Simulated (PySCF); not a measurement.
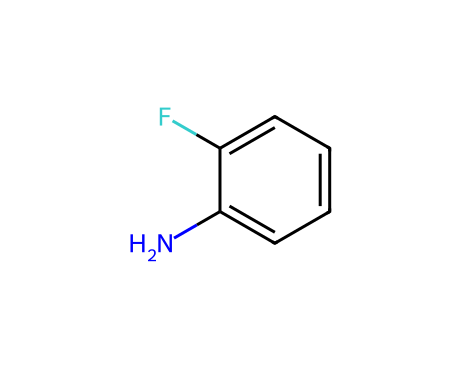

Source: calculation with PySCF.

Skeletal drawing of a molecule.

Give its SMILES.

Nc1ccccc1F

What is the molecular formula?

C6H6FN.

An optimisation with PBE0-D3(BJ)/def2-SVP gave a structure of which point group?

C1.
